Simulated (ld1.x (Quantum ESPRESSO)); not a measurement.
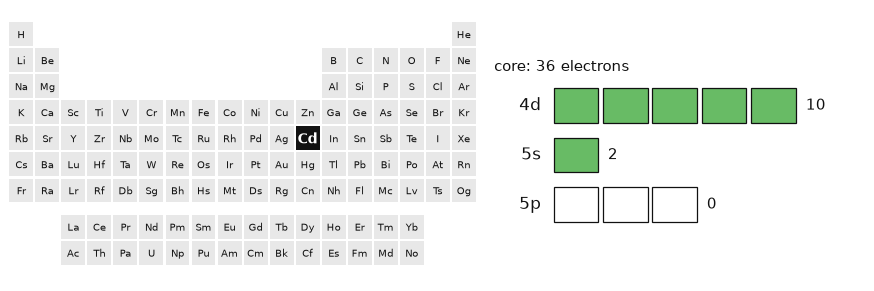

Fig. 1: Left, the place of cadmium in the periodic table; right, the valence shells of the reference configuration: a box for each of the 2l + 1 orbitals, shaded by the share of the shell that is filled, with the electron count at the right. The shells are those of the unaltered input.

**Pseudopotential generation, with input and output: Cd**

System: cadmium (Cd, Z = 48), core [Kr], reference valence 4d10 5s2 5p0, valence charge 12. (This line and the method describe the unaltered input from which the odd one was made.)
Method: RRKJ potential, BLYP, scalar-relativistic, made with ld1.x (Quantum ESPRESSO) 7.5.

## What the run reported

| quantity | value |
| --- | --- |
| outcome | generated |
| hardware | 1 CPU thread, shared host |
| wall time | 0.85 s |

## What is odd here

One thing in this input was made odd on purpose: rcloc set to 6.00 bohr. The program ran to the end. The all-electron atom is untouched: its total energy equals that from the unaltered input (−11190.5114 Ry). The pseudo-atom's total energy moves by −5.1×10⁻⁵ Ry, so the potential, or the configuration in which it is tested, is another one. The pseudo-atom meets the occupied all-electron levels that the test lists within 0.00001 Ry. No test for ghost states or cutoffs was run on this potential, so its soundness isn't shown.

## Input file
```
 &input
   title='Cd', zed=48., rel=1, dft='BLYP', iswitch=3,
   config='[Kr] 4d10 4f-2 5s2 5p0',
   nld=4, rlderiv=3.15, eminld=-3.0, emaxld=5.0, deld=0.02
 /
 &inputp
   pseudotype=2, tm=.false., rho0=0.001, lloc=-2, rcloc=6.00,
   nlcc=.true.,
   file_pseudopw='Cd.UPF', file_wfcaegen='ae.wfc', file_wfcncgen='nc.wfc', file_beta='beta', file_chi='chi'
 /
4
5S  1  0   2.00   0.00  2.50  2.50  0.0
5P  2  1   0.00   0.00  2.90  2.90  0.0
4D  3  2  10.00   0.00  1.90  1.90  0.0
4F  4  3  -2.00   0.45  2.80  2.80  0.0
 &test
   configts(1)='4d10 5s2 5p0'
 /
```

Run as:
```bash
ld1.x < Cd.in > Cd.out
```

## Output
```
     Program LD1 v.7.5
     --------------------------- All-electron run ----------------------------

     Cd
     scalar relativistic calculation

     atomic number is 48.00
     dft =BLYP   lsd =0 sic =0 latt =0  beta=0.20 tr2=1.0E-14
     Exchange-correlation= BLYP
                           (   1   3   1   3   0   0   0)
     mesh =1239 r(mesh) =  99.86297 a.u. xmin = -7.00 dx = 0.01250
     1 Ry =  13.60569312 eV, c = 137.03599908

     n l     nl                  e(Ry)          e(Ha)          e(eV)
     1 0     1S 1( 2.00)     -1949.9244      -974.9622    -26530.0733
     2 0     2S 1( 2.00)      -289.4845      -144.7423     -3938.6379
     2 1     2P 1( 6.00)      -259.7743      -129.8871     -3534.4088
     3 0     3S 1( 2.00)       -53.9272       -26.9636      -733.7173
     3 1     3P 1( 6.00)       -44.1838       -22.0919      -601.1514
     4 0     4S 1( 2.00)        -7.7720        -3.8860      -105.7430
     4 1     4P 1( 6.00)        -4.9082        -2.4541       -66.7791
     3 2     3D 1(10.00)       -28.9286       -14.4643      -393.5935
     4 2     4D 1(10.00)        -0.8501        -0.4251       -11.5664
     5 0     5S 1( 2.00)        -0.4153        -0.2076        -5.6504
     5 1     5P 1( 0.00)        -0.0874        -0.0437        -1.1888

     final scf error:  6.2E-16 reached in  29 iterations

     Etot =  -11190.511353 Ry,   -5595.255676 Ha, -152254.663352 eV

     Ekin =   11645.254751 Ry,    5822.627375 Ha,  158441.762481 eV
     Encl =  -27055.694836 Ry,  -13527.847418 Ha, -368111.481164 eV
     Eh   =    4529.713958 Ry,    2264.856979 Ha,   61629.898053 eV
     Exc  =    -309.785226 Ry,    -154.892613 Ha,   -4214.842722 eV

     normalization and overlap integrals

     s(1S/1S) =  1.000000  <r> =   0.0304  <r2> =    0.0012  r(max) =   0.0196
     s(2S/2S) =  1.000000  <r> =   0.1317  <r2> =    0.0204  r(max) =   0.1112
     s(2P/2P) =  1.000000  <r> =   0.1148  <r2> =    0.0161  r(max) =   0.0888
     s(3S/3S) =  1.000000  <r> =   0.3584  <r2> =    0.1469  r(max) =   0.3259
     s(3P/3P) =  1.000000  <r> =   0.3572  <r2> =    0.1481  r(max) =   0.3178
     s(4S/4S) =  1.000000  <r> =   0.8785  <r2> =    0.8748  r(max) =   0.7916
     s(4P/4P) =  1.000000  <r> =   0.9598  <r2> =    1.0562  r(max) =   0.8427
     s(3D/3D) =  1.000000  <r> =   0.3348  <r2> =    0.1334  r(max) =   0.2668
     s(4D/4D) =  1.000000  <r> =   1.2920  <r2> =    2.0434  r(max) =   0.9790
     s(5S/5S) =  1.000000  <r> =   2.9027  <r2> =    9.7836  r(max) =   2.3194
     s(5P/5P) =  1.000000  <r> =   4.6022  <r2> =   25.7428  r(max) =   3.3747

     ------------------------ End of All-electron run ------------------------

     --------------------- Generating NC pseudopotential ---------------------

      Generating local potential from pseudized AE potential:
      Matching radius rcloc =   6.0000
      Enforcing V''(0)=0 (lloc=-2)

      Local pseudo, rcloc= 6.073 Estimated cut-off energy=     0.84 Ry

      Computing core charge for nlcc:

       r > 0.73 : true rho core
       r < 0.73 : rho core = a sin(br)/r    a=  20.25  b=   2.86

      Integrated core pseudo-charge :  10.95

      Wfc   5S  rcut= 2.469  Estimated cut-off energy=        7.42 Ry
      Using 4 Bessel functions for this wfc, rho(0) = 0.001
      This function has    0 nodes for 0 < r <    2.469

      Wfc   5P  rcut= 2.869  Estimated cut-off energy=       20.91 Ry
      This function has    0 nodes for 0 < r <    2.869

      Wfc   4D  rcut= 1.923  Estimated cut-off energy=       64.06 Ry
      This function has    0 nodes for 0 < r <    1.923

      Wfc   4F  rcut= 2.798  Estimated cut-off energy=       35.86 Ry
      This function has    0 nodes for 0 < r <    2.798

     ------------------- End of pseudopotential generation -------------------

     --------------------------- All-electron run ----------------------------

     Cd
     scalar relativistic calculation

     atomic number is 48.00
     dft =BLYP   lsd =0 sic =0 latt =0  beta=0.20 tr2=1.0E-14
     Exchange-correlation= BLYP
                           (   1   3   1   3   0   0   0)
     mesh =1239 r(mesh) =  99.86297 a.u. xmin = -7.00 dx = 0.01250
     1 Ry =  13.60569312 eV, c = 137.03599908

     n l     nl                  e(Ry)          e(Ha)          e(eV)
     1 0     1S 1( 2.00)     -1949.9244      -974.9622    -26530.0733
     2 0     2S 1( 2.00)      -289.4845      -144.7423     -3938.6379
     2 1     2P 1( 6.00)      -259.7743      -129.8871     -3534.4088
     3 0     3S 1( 2.00)       -53.9272       -26.9636      -733.7173
     3 1     3P 1( 6.00)       -44.1838       -22.0919      -601.1514
     4 0     4S 1( 2.00)        -7.7720        -3.8860      -105.7430
     4 1     4P 1( 6.00)        -4.9082        -2.4541       -66.7791
     3 2     3D 1(10.00)       -28.9286       -14.4643      -393.5935
     4 2     4D 1(10.00)        -0.8501        -0.4251       -11.5664
     5 0     5S 1( 2.00)        -0.4153        -0.2076        -5.6504
     5 1     5P 1( 0.00)        -0.0874        -0.0437        -1.1888

     final scf error:  6.2E-16 reached in  29 iterations

     Etot =  -11190.511353 Ry,   -5595.255676 Ha, -152254.663352 eV

     Ekin =   11645.254751 Ry,    5822.627375 Ha,  158441.762481 eV
     Encl =  -27055.694836 Ry,  -13527.847418 Ha, -368111.481164 eV
     Eh   =    4529.713958 Ry,    2264.856979 Ha,   61629.898053 eV
     Exc  =    -309.785226 Ry,    -154.892613 Ha,   -4214.842722 eV

     normalization and overlap integrals

     s(1S/1S) =  1.000000  <r> =   0.0304  <r2> =    0.0012  r(max) =   0.0196
     s(2S/2S) =  1.000000  <r> =   0.1317  <r2> =    0.0204  r(max) =   0.1112
     s(2P/2P) =  1.000000  <r> =   0.1148  <r2> =    0.0161  r(max) =   0.0888
     s(3S/3S) =  1.000000  <r> =   0.3584  <r2> =    0.1469  r(max) =   0.3259
     s(3P/3P) =  1.000000  <r> =   0.3572  <r2> =    0.1481  r(max) =   0.3178
     s(4S/4S) =  1.000000  <r> =   0.8785  <r2> =    0.8748  r(max) =   0.7916
     s(4P/4P) =  1.000000  <r> =   0.9598  <r2> =    1.0562  r(max) =   0.8427
     s(3D/3D) =  1.000000  <r> =   0.3348  <r2> =    0.1334  r(max) =   0.2668
     s(4D/4D) =  1.000000  <r> =   1.2920  <r2> =    2.0434  r(max) =   0.9790
     s(5S/5S) =  1.000000  <r> =   2.9027  <r2> =    9.7836  r(max) =   2.3194
     s(5P/5P) =  1.000000  <r> =   4.6022  <r2> =   25.7428  r(max) =   3.3747

     ------------------------ End of All-electron run ------------------------

     Computing logarithmic derivative in   3.15052
     Computing logarithmic derivative in   3.15052
     Computing the partial wave expansion

     ---------------------- Testing the pseudopotential ----------------------

     Cd
     scalar relativistic calculation

     atomic number is 48.00   valence charge is 12.00
     dft =BLYP   lsd =0 sic =0 latt =0  beta=0.20 tr2=1.0E-14
     mesh =1239 r(mesh) =  99.86297 xmin = -7.00 dx = 0.01250

     n l     nl             e AE (Ry)        e PS (Ry)    De AE-PS (Ry)
     3 2     4D   1(10.00)       -0.85012       -0.85012       -0.00000
     1 0     5S   1( 2.00)       -0.41530       -0.41530       -0.00000
     2 1     5P   1( 0.00)       -0.08738       -0.08738        0.00000

     eps = 4.7E-15  iter =  3

     Etot =  -11190.511353 Ry,   -5595.255676 Ha, -152254.663352 eV
     Etotps =  -112.051443 Ry,     -56.025721 Ha,   -1524.537547 eV

     Ekin =      70.578645 Ry,      35.289322 Ha,     960.271383 eV
     Encl =    -153.665542 Ry,     -76.832771 Ha,   -2090.726208 eV
     Ehrt =      84.974868 Ry,      42.487434 Ha,    1156.141973 eV
     Ecxc =     -37.923270 Ry,     -18.961635 Ha,    -515.972375 eV
     (Ecc =     -19.911678 Ry,      -9.955839 Ha,    -270.912181 eV)
     Epseu=     -76.016143 Ry,     -38.008072 Ha,   -1034.252321 eV

     ---------------------- End of pseudopotential test ----------------------
```
